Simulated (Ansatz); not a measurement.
# CH5BO4: the cost of one run

Program: Ansatz 0.2.0. Level of theory: UKS r2SCAN-D4/6-31G. These are calculated values, not measurements.

**1. The starting structure**

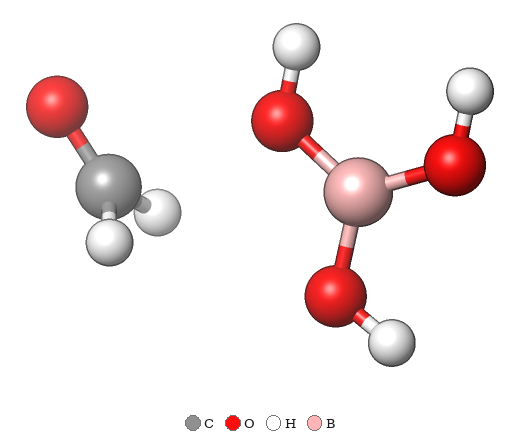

Start, viewed from a chosen angle; carbon grey, oxygen red, hydrogen white, boron pink.

As a file:

```xyz
11

C     0.0102    0.1325   -2.2682
O     1.0634    0.1239   -2.8354
H    -0.4602    1.0512   -1.8880
H    -0.5854   -0.7778   -2.1031
O     0.7447   -0.1878    0.1287
B    -0.1547   -0.0302    1.1353
O    -1.4188    0.2888    0.7791
O     0.1350   -0.1774    2.4638
H     1.6465   -0.4025    0.3610
H    -2.0124    0.3853    1.5237
H     1.0316   -0.4061    2.7030
```

**2. Relaxing the start**

Contents of input.yaml:

```yaml
crystal:
  periodic: [false, false, false]
  atoms:
    - { symbol: C, position_ang: [0.0102, 0.1325, -2.2682] }
    - { symbol: O, position_ang: [1.0634, 0.1239, -2.8354] }
    - { symbol: H, position_ang: [-0.4602, 1.0512, -1.888] }
    - { symbol: H, position_ang: [-0.5854, -0.7778, -2.1031] }
    - { symbol: O, position_ang: [0.7447, -0.1878, 0.1287] }
    - { symbol: B, position_ang: [-0.1547, -0.0302, 1.1353] }
    - { symbol: O, position_ang: [-1.4188, 0.2888, 0.7791] }
    - { symbol: O, position_ang: [0.135, -0.1774, 2.4638] }
    - { symbol: H, position_ang: [1.6465, -0.4025, 0.361] }
    - { symbol: H, position_ang: [-2.0124, 0.3853, 1.5237] }
    - { symbol: H, position_ang: [1.0316, -0.4061, 2.703] }
magnetization:
  spin_polarized: true
basis:
  gaussian: { orbitals: "6-31G" }
hamiltonian:
  xc: r2scan
  dispersion: d4
relax:
  f_tol: 0.02
  max_steps: 40
```

On the command line:

```
$ ansatz run input.yaml --threads 2 --pin off --max-ram 3072MiB --backend cpu --events-out ev --progress --plain --runs-dir out
```

Q: Estimate wall time and peak memory on 2 threads of Arm Neoverse N1, shared host.

About 1.9 min, with a peak of 0.22 GiB.
